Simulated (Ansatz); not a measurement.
## Run report: CH₄GaInO, molecular dynamics (part 3 of 3)

The same run, continued: CH₄GaInO; RKS PBE0-D4/def2-SVP (Ansatz 0.2.0). It belongs to a series of runs on one base structure; here: dynamics from the highest image of the converged band.

Geometry of the input (Å):
```
C  -0.6728  0.6221  -0.2546
O  0.6920  1.3470  -0.0272
Ga 1.5546  -0.4041  -0.0360
In -0.6983  -1.2614  0.7735
H  -0.2351  1.4044  0.6709
H  -1.1678  1.0430  -1.1367
H  2.4447  -0.4512  -1.3373
H  -1.9172  -2.2999  1.3475
```

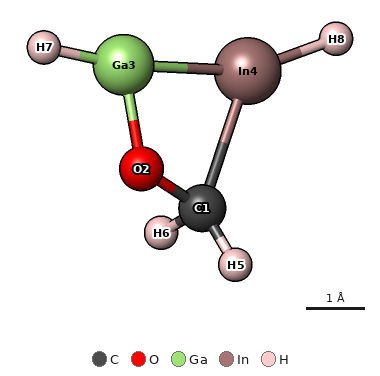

**Figure 1.** The geometry at step 100 of the log (ball-and-stick view, seen at a tilt; atoms are numbered from 1 in the order of the input).

```
Total energy: -60679.68201429 eV, -2229.9371838596 hartree
Atom 0 at    -0.735543     0.787807     0.157847 Å, force    -4.789186     1.720676     3.629571 eV/Å
Atom 1 at     0.446311     0.971059    -0.244301 Å, force     5.709589     0.712019    -3.337311 eV/Å
Atom 2 at     1.755428    -0.374628    -0.056570 Å, force    -0.646267    -0.217487     0.115197 eV/Å
Atom 3 at    -0.779078    -1.247213     0.751226 Å, force     0.383978    -1.461782     1.463078 eV/Å
Atom 4 at    -0.932268     1.650632     0.884219 Å, force    -0.655395    -1.259076     0.314356 eV/Å
Atom 5 at    -1.685262     0.771657    -0.390034 Å, force     0.188144     0.564180    -1.828319 eV/Å
Atom 6 at     3.288724     0.013958    -0.262623 Å, force    -0.147210     0.117840    -0.159358 eV/Å
Atom 7 at    -1.593469    -2.402817     1.797885 Å, force    -0.043652    -0.176370    -0.197214 eV/Å
Dipole moment:    -0.141569    -0.240575    -0.037228 e Å
```

Trajectory as extended XYZ (Å, eV, eV/Å), 25 of the 201 frames kept, from step=0 to step=200
```
8
Properties=species:S:1:pos:R:3:forces:R:3 step=0 time_fs=0.0 energy=-60677.58711 temperature=300.0
C    -0.6728    0.6221   -0.2546    0.0052  -0.0063   0.0025
O     0.6920    1.3470   -0.0272    0.0008   0.0067  -0.0061
Ga    1.5546   -0.4041   -0.0360   -0.0007   0.0026  -0.0076
In   -0.6983   -1.2614    0.7735   -0.0052  -0.0004  -0.0026
H    -0.2351    1.4044    0.6709   -0.0007   0.0006   0.0057
H    -1.1678    1.0430   -1.1367    0.0005   0.0003   0.0005
H     2.4447   -0.4512   -1.3373    0.0008  -0.0017   0.0055
H    -1.9172   -2.2999    1.3475   -0.0007  -0.0018   0.0021
8
Properties=species:S:1:pos:R:3:forces:R:3 step=8 time_fs=4.0 energy=-60677.54062 temperature=240.9
C    -0.6560    0.6434   -0.2443    0.0015   0.1539   0.9545
O     0.7114    1.3442   -0.0473    0.3586   0.0125  -0.4922
Ga    1.5527   -0.3965   -0.0341    0.4649  -0.1892  -0.4726
In   -0.7018   -1.2668    0.7740    0.7157   0.7077  -0.3481
H    -0.2639    1.4263    0.6775   -0.6925  -0.4920  -0.2250
H    -1.2306    1.0253   -1.0906    0.1751   0.2062  -0.2094
H     2.4764   -0.5658   -1.3686   -0.3611   0.1378   0.4810
H    -1.8325   -2.3123    1.3341   -0.6622  -0.5371   0.3117
8
Properties=species:S:1:pos:R:3:forces:R:3 step=17 time_fs=8.5 energy=-60678.08648 temperature=946.2
C    -0.6374    0.6716   -0.2197    0.2664   1.4488   0.8182
O     0.7391    1.3398   -0.0767    1.6023  -1.2674  -1.6482
Ga    1.5517   -0.3884   -0.0331    0.3788   0.2970  -0.3188
In   -0.7049   -1.2718    0.7741    0.2922  -0.1884   0.0597
H    -0.4567    1.3660    0.6643   -2.7944  -0.4445   0.7180
H    -1.2608    1.0345   -1.0612    0.4911   0.0018   0.1711
H     2.4552   -0.6723   -1.3277   -0.0970   0.0569   0.1819
H    -1.8368   -2.4031    1.3649   -0.1394   0.0957   0.0181
8
Properties=species:S:1:pos:R:3:forces:R:3 step=25 time_fs=12.5 energy=-60679.62547 temperature=2921.4
C    -0.6152    0.7156   -0.1860    1.3421   2.8561   2.0770
O     0.7749    1.3233   -0.1173   -1.7240  -2.2523  -0.6330
Ga    1.5516   -0.3807   -0.0329    0.1380   0.3946   0.1158
In   -0.7070   -1.2765    0.7742    0.0320  -1.0307   0.3010
H    -1.0132    1.2458    0.7415   -0.5976  -0.5329  -0.6976
H    -1.2202    1.0473   -1.0266    0.0843   0.0119  -0.5983
H     2.4230   -0.7583   -1.2620    0.4396  -0.1025  -0.3270
H    -1.8701   -2.4750    1.3988    0.2857   0.6559  -0.2380
8
Properties=species:S:1:pos:R:3:forces:R:3 step=33 time_fs=16.5 energy=-60678.90110 temperature=1993.5
C    -0.5827    0.7917   -0.1306   -1.7144   1.0614   0.0737
O     0.7963    1.2879   -0.1637   -3.5458  -0.2887   1.0836
Ga    1.5521   -0.3723   -0.0325    0.6229  -0.9586   0.1381
In   -0.7091   -1.2825    0.7747    0.2670  -0.5013   0.1700
H    -1.6303    1.0671    0.7353    3.4288   0.3295  -1.3177
H    -1.1499    1.0565   -1.0544    0.5347  -0.2730   0.2127
H     2.4473   -0.8546   -1.2364    0.2530   0.1189  -0.1482
H    -1.8666   -2.4555    1.3995    0.1539   0.5118  -0.2123
8
Properties=species:S:1:pos:R:3:forces:R:3 step=42 time_fs=21.0 energy=-60678.27127 temperature=1183.4
C    -0.5703    0.8916   -0.0678   -3.0164  -1.5995  -2.2712
O     0.7826    1.2456   -0.2033   -2.0086   1.7972   2.2598
Ga    1.5543   -0.3654   -0.0318    1.2776  -2.0180  -0.1842
In   -0.7110   -1.2899    0.7755    0.9636   0.3919  -0.4067
H    -1.7451    0.9360    0.5178    3.8299   1.7335   0.3163
H    -0.9979    1.0207   -1.0694   -0.2790  -0.3960  -0.2843
H     2.5145   -0.9380   -1.2283   -0.1798   0.4228   0.2916
H    -1.8480   -2.3550    1.3710   -0.5871  -0.3319   0.2787
8
Properties=species:S:1:pos:R:3:forces:R:3 step=50 time_fs=25.0 energy=-60678.40921 temperature=1375.0
C    -0.5871    0.9607   -0.0475    6.2415  -4.0137  -8.7202
O     0.7493    1.2243   -0.2166   -0.1103   2.0498   2.3720
Ga    1.5591   -0.3638   -0.0316    1.2323  -1.8226  -0.2536
In   -0.7114   -1.2960    0.7757    0.5213   0.4859  -0.3308
H    -1.3805    1.0962    0.4307   -6.3470   3.6394   6.2389
H    -0.8977    0.9236   -1.1111   -1.0158  -0.3886   0.1560
H     2.5540   -0.9479   -1.1817   -0.0734   0.4502   0.2234
H    -1.9109   -2.3044    1.3820   -0.4486  -0.4004   0.3142
8
Properties=species:S:1:pos:R:3:forces:R:3 step=58 time_fs=29.0 energy=-60679.22723 temperature=2413.0
C    -0.5783    0.9917   -0.0992   -3.4042  -0.1234   1.3639
O     0.7151    1.2221   -0.2084    1.1749   1.4269   0.9404
Ga    1.5666   -0.3662   -0.0318    0.9144  -1.3739   0.2935
In   -0.7112   -1.3016    0.7755   -0.5873   0.3254   0.2345
H    -1.3453    1.6393    0.8433    2.3464  -1.4662  -3.1639
H    -0.9487    0.7873   -1.1309   -1.1675   0.7748   0.7059
H     2.5851   -0.8927   -1.1076    0.2891   0.2380  -0.2845
H    -2.0325   -2.3059    1.4355    0.4342   0.1984  -0.0898
8
Properties=species:S:1:pos:R:3:forces:R:3 step=67 time_fs=33.5 energy=-60678.59419 temperature=1599.5
C    -0.6072    1.0206   -0.1460   -1.8734   1.8528   3.9907
O     0.6888    1.2348   -0.1892    1.2152  -0.1381  -0.8558
Ga    1.5774   -0.3724   -0.0313    0.5002  -0.6881   0.1841
In   -0.7118   -1.3072    0.7756   -1.0503   0.4518   0.3994
H    -1.0304    2.0539    0.8834    0.0797  -3.0804  -3.2436
H    -1.1962    0.7644   -1.0483    0.0482   1.1467   0.0118
H     2.6705   -0.7855   -1.0702    0.3227   0.1626  -0.2791
H    -2.0955   -2.2779    1.4823    0.7577   0.2926  -0.2074
8
Properties=species:S:1:pos:R:3:forces:R:3 step=75 time_fs=37.5 energy=-60679.39470 temperature=2606.0
C    -0.6600    1.0693   -0.1376   -0.7099  -0.8218   0.8622
O     0.6792    1.2449   -0.1798    2.4682  -1.9796  -1.8461
Ga    1.5883   -0.3796   -0.0306    0.5436  -0.0035  -0.7019
In   -0.7138   -1.3115    0.7763   -0.6494   1.1684   0.0695
H    -0.7372    1.9600    0.4224   -3.0825   1.2453   1.4447
H    -1.4121    0.9170   -0.9633    1.3602   0.3823  -0.2163
H     2.7924   -0.6629   -1.0757   -0.1826   0.1749   0.3379
H    -2.0388   -2.2118    1.4949    0.2524  -0.1659   0.0500
8
Properties=species:S:1:pos:R:3:forces:R:3 step=83 time_fs=41.5 energy=-60679.28455 temperature=2475.3
C    -0.7202    1.0943   -0.1185    1.0047   2.4776   1.9510
O     0.6897    1.2373   -0.1867    0.0903  -2.0479  -1.2228
Ga    1.6003   -0.3868   -0.0313    0.2277   0.5646  -1.0393
In   -0.7166   -1.3143    0.7770    0.1217   2.0233  -0.3899
H    -0.8478    2.2044    0.1804   -1.3589  -1.5430   1.1418
H    -1.4512    1.1172   -0.9339    0.8295  -0.8592  -1.4993
H     2.8898   -0.5156   -1.0336   -0.4206   0.0361   0.6415
H    -1.9478   -2.1719    1.5170   -0.4944  -0.6514   0.4172
8
Properties=species:S:1:pos:R:3:forces:R:3 step=92 time_fs=46.0 energy=-60678.45544 temperature=1420.7
C    -0.7741    1.1278   -0.0861    0.8748   3.2841  -0.3337
O     0.7021    1.2070   -0.2077   -2.3323  -0.6390   0.0512
Ga    1.6142   -0.3934   -0.0347   -0.5859   0.8296  -0.4891
In   -0.7197   -1.3142    0.7772   -0.2295   1.7976  -0.2400
H    -1.2273    2.5362    0.2475    1.2127  -4.1532  -0.0264
H    -1.3136    1.2130   -1.0933    0.9911  -0.7083   0.7187
H     2.9356   -0.3453   -0.8811    0.1489  -0.1569   0.2173
H    -1.9164   -2.2313    1.6066   -0.0799  -0.2539   0.1020
8
Properties=species:S:1:pos:R:3:forces:R:3 step=100 time_fs=50.0 energy=-60679.48088 temperature=2730.9
C    -0.8096    1.2013   -0.0583    1.5172  -0.4622  -1.9983
O     0.6917    1.1728   -0.2263   -1.9192   0.4794   1.3190
Ga    1.6253   -0.3975   -0.0389   -1.0054   0.8359  -0.0559
In   -0.7227   -1.3116    0.7771   -0.8196   1.3041   0.0614
H    -1.3863    2.1800    0.3109    1.8659  -1.8383   0.1105
H    -1.0584    1.1847   -1.1627   -0.6794  -0.3535   0.9742
H     2.9958   -0.2160   -0.7059    0.5732  -0.1798  -0.0986
H    -1.9050   -2.3286    1.7050    0.4673   0.2144  -0.3122
8
Properties=species:S:1:pos:R:3:forces:R:3 step=108 time_fs=54.0 energy=-60679.05090 temperature=2168.7
C    -0.8080    1.2500   -0.0663    4.6922  -5.1434  -2.3973
O     0.6628    1.1432   -0.2323   -1.2855   1.4165   2.1877
Ga    1.6345   -0.3997   -0.0433    0.0485   0.6027  -0.0491
In   -0.7269   -1.3072    0.7770   -1.0187   0.8710  -0.0025
H    -1.4717    1.7687    0.5428   -0.3597   1.9412   1.6626
H    -0.9067    1.1090   -1.1115   -2.3946   0.3186  -1.1735
H     3.1256   -0.1149   -0.5384   -0.1998  -0.2252   0.0679
H    -1.8286   -2.3992    1.7612    0.5175   0.2186  -0.2959
8
Properties=species:S:1:pos:R:3:forces:R:3 step=117 time_fs=58.5 energy=-60678.65417 temperature=1676.7
C    -0.7421    1.2251   -0.1061   -1.0171  -2.2245   0.8983
O     0.6149    1.1259   -0.2160   -0.8988   1.6432   1.1429
Ga    1.6451   -0.4006   -0.0484    0.9392   0.2753   0.1329
In   -0.7331   -1.3009    0.7769   -0.8964   0.6981  -0.3953
H    -1.5743    1.6804    0.9725    3.1775  -0.8642  -3.5527
H    -1.1275    1.0817   -1.1736   -0.7541   0.8119   1.6666
H     3.2346   -0.0419   -0.3414   -0.7532  -0.2083   0.0147
H    -1.6547   -2.4448    1.7772    0.2029  -0.1315   0.0926
8
Properties=species:S:1:pos:R:3:forces:R:3 step=125 time_fs=62.5 energy=-60679.96691 temperature=3350.0
C    -0.6982    1.1735   -0.1256   -4.3925  -1.8507  -0.0161
O     0.5659    1.1265   -0.1899    2.8786   0.8698  -0.9294
Ga    1.6564   -0.4007   -0.0526    0.5606   0.1131   0.2365
In   -0.7399   -1.2943    0.7762   -0.7846   0.4976  -0.5709
H    -1.1805    1.4780    0.8292    0.1602   0.5423  -0.4129
H    -1.4508    1.1679   -1.0478    1.8486   0.2320   1.5131
H     3.2230   -0.0088   -0.1643   -0.3085  -0.0074  -0.1383
H    -1.4633   -2.5041    1.8028    0.0376  -0.3967   0.3180
8
Properties=species:S:1:pos:R:3:forces:R:3 step=133 time_fs=66.5 energy=-60679.25246 temperature=2433.7
C    -0.6997    1.0918   -0.1600   -3.0325  -1.2865   5.4010
O     0.5451    1.1352   -0.1738    6.0653  -0.0561  -3.5385
Ga    1.6688   -0.4005   -0.0563   -0.2877   0.0852   0.2188
In   -0.7478   -1.2870    0.7748   -0.6017  -0.0212  -0.4202
H    -0.8306    1.4204    0.8676   -2.3510   0.5575   0.7812
H    -1.5594    1.2997   -0.7412   -0.3504   0.3996  -2.2504
H     3.1695    0.0235   -0.0065    0.4674   0.2048  -0.1594
H    -1.2627   -2.6131    1.8686    0.0906   0.1167  -0.0324
8
Properties=species:S:1:pos:R:3:forces:R:3 step=142 time_fs=71.0 energy=-60678.65545 temperature=1677.8
C    -0.7396    0.9755   -0.1466   -1.1333   1.3361   6.1750
O     0.5787    1.1454   -0.1920    0.1528  -0.2880  -2.3619
Ga    1.6822   -0.4001   -0.0598   -0.1628   0.2814   0.3768
In   -0.7576   -1.2788    0.7726    0.1648  -0.0732  -0.3545
H    -0.8863    1.4957    1.2159   -0.9066  -1.3426  -3.0474
H    -1.6279    1.5046   -0.6728    1.9300  -0.7395  -0.0757
H     3.1766    0.0906    0.1406    0.1301   0.0089  -0.2309
H    -1.0266   -2.7065    1.9319   -0.1751   0.8168  -0.4813
8
Properties=species:S:1:pos:R:3:forces:R:3 step=150 time_fs=75.0 energy=-60679.62471 temperature=2920.7
C    -0.7898    0.8891   -0.0481    0.7971   3.1504   2.7324
O     0.6157    1.1509   -0.2323   -2.2369  -1.3094  -0.1053
Ga    1.6938   -0.3990   -0.0621    0.1027   0.7607   0.4843
In   -0.7660   -1.2716    0.7701    0.9084  -0.2016  -0.5567
H    -1.0878    1.3615    1.0520    0.5609  -1.0403  -1.9804
H    -1.4628    1.5878   -0.6774    0.7692  -1.6917   0.1144
H     3.2064    0.1521    0.2336   -0.3768  -0.2981  -0.3566
H    -0.8445   -2.6704    1.9195   -0.5247   0.6299  -0.3322
8
Properties=species:S:1:pos:R:3:forces:R:3 step=158 time_fs=79.0 energy=-60678.84722 temperature=1918.5
C    -0.8213    0.8293    0.0670    5.2678  -1.0549  -5.5124
O     0.6327    1.1448   -0.2734   -2.3557  -1.3936   2.0866
Ga    1.7054   -0.3963   -0.0633   -0.1305   0.6744   0.5194
In   -0.7733   -1.2646    0.7667    1.3494   0.1346  -1.1349
H    -1.3059    1.1851    0.8403   -1.5253   2.7273   5.6086
H    -1.2035    1.4532   -0.7055   -1.7682  -0.4699  -1.5873
H     3.1883    0.1721    0.2734   -0.1545  -0.2897  -0.3796
H    -0.7400   -2.5482    1.8638   -0.6830  -0.3281   0.3995
8
Properties=species:S:1:pos:R:3:forces:R:3 step=167 time_fs=83.5 energy=-60678.22149 temperature=1120.6
C    -0.8028    0.7670    0.1382   -0.3107   3.3848  -1.9649
O     0.6248    1.1222   -0.2970   -2.3540  -0.9261   2.7059
Ga    1.7181   -0.3917   -0.0633   -0.6571   0.0415   0.4000
In   -0.7793   -1.2566    0.7613    1.6138  -0.0695  -0.7346
H    -1.5748    1.2886    1.1859    2.9851  -0.6618  -2.8713
H    -1.1800    1.1603   -0.8882   -1.1422  -0.9976   2.0622
H     3.1517    0.1477    0.2517    0.5609   0.0126  -0.2559
H    -0.7457   -2.4708    1.8731   -0.6959  -0.7839   0.6586
8
Properties=species:S:1:pos:R:3:forces:R:3 step=175 time_fs=87.5 energy=-60679.46331 temperature=2713.1
C    -0.7862    0.7530    0.1776    0.1723   2.2820  -1.7387
O     0.5937    1.0925   -0.2911   -2.5429  -0.6009   2.2231
Ga    1.7280   -0.3873   -0.0624   -0.6079  -0.0766   0.2806
In   -0.7824   -1.2497    0.7555    1.6918  -1.7871   0.8572
H    -1.3697    1.3000    1.0972    1.8695  -0.4517  -2.2885
H    -1.3504    0.7675   -0.8005   -0.4046   0.5064   1.1980
H     3.1947    0.1225    0.1882    0.3783   0.0239  -0.2565
H    -0.8621   -2.5106    1.9726   -0.5565   0.1040  -0.2752
8
Properties=species:S:1:pos:R:3:forces:R:3 step=183 time_fs=91.5 energy=-60679.37534 temperature=2593.6
C    -0.7589    0.7555    0.1776    1.6574  -2.3979  -4.5777
O     0.5394    1.0565   -0.2652   -0.9200  -0.6475  -0.0444
Ga    1.7366   -0.3831   -0.0609   -0.0214   0.0704   0.1447
In   -0.7832   -1.2450    0.7508    1.5181  -2.7111   2.2922
H    -0.9994    1.3970    0.8859   -2.1358   3.3642   3.7749
H    -1.5802    0.4477   -0.5354    0.5583   1.9401  -0.5034
H     3.2878    0.0986    0.0852   -0.3706  -0.1212  -0.2778
H    -1.0621   -2.5427    2.0365   -0.2860   0.5030  -0.8086
8
Properties=species:S:1:pos:R:3:forces:R:3 step=192 time_fs=96.0 energy=-60678.19454 temperature=1086.7
C    -0.7158    0.7492    0.1360   -4.8202   3.5068   4.8569
O     0.4718    1.0100   -0.2385    3.6879   0.3341  -3.1732
Ga    1.7463   -0.3783   -0.0587    0.3426  -0.3023   0.1073
In   -0.7817   -1.2442    0.7491    0.9422  -2.7897   2.6312
H    -0.8895    1.7883    1.0287   -0.8793  -3.3879  -1.9539
H    -1.7316    0.4343   -0.3310    1.3071   2.3210  -1.5458
H     3.3316    0.0544   -0.0799   -0.5451  -0.0007  -0.2181
H    -1.3381   -2.4946    1.9686   -0.0353   0.3188  -0.7045
8
Properties=species:S:1:pos:R:3:forces:R:3 step=200 time_fs=100.0 energy=-60679.68198 temperature=2991.5
C    -0.7355    0.7878    0.1578   -4.7892   1.7207   3.6296
O     0.4463    0.9711   -0.2443    5.7096   0.7120  -3.3373
Ga    1.7554   -0.3746   -0.0566   -0.6463  -0.2175   0.1152
In   -0.7791   -1.2472    0.7512    0.3840  -1.4618   1.4631
H    -0.9323    1.6506    0.8842   -0.6554  -1.2591   0.3144
H    -1.6853    0.7717   -0.3900    0.1881   0.5642  -1.8283
H     3.2887    0.0140   -0.2626   -0.1472   0.1178  -0.1594
H    -1.5935   -2.4028    1.7979   -0.0437  -0.1764  -0.1972
```
